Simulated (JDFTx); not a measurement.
System: AlRu(100) (Pm-3m bulk; lattice of mp-542569, not re-optimised at this level), 1x1 cell of 7 atoms in 7 planes (Ru outermost, slab composition Al3Ru4), area 8.90 Å² a face, 8.9 Å between the outermost planes in a cell 24.9 Å high; k mesh 8×8×1, Fermi width 0.01 Ha, no spin polarisation. Whether this polymorph is the ambient one wasn't checked.

All numbers are PBE, GBRV ultrasoft potentials, plane waves to 20/100 Ha results from a modified build of JDFTx, not measurements. Liquid on both sides: linear PCM (GLSSA13), water, 0.5 M NaCl; nuclei fixed. Potentials are on the SHE scale by the convention U = −μ/e − 4.44 V; references calibrated for a solvation model differ from this value.

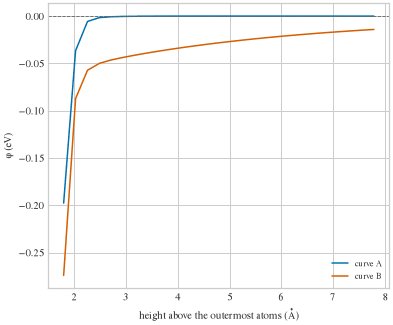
Fig. 1. Plane-averaged electrostatic potential energy of an electron for two states of the electrode

One curve is the neutral slab. Which, and what is the sign of the other's charge?

Curve A is neutral (potential of zero charge, -0.38 V). Curve B is positively charged, 8.0 μC/cm² at -0.06 V.
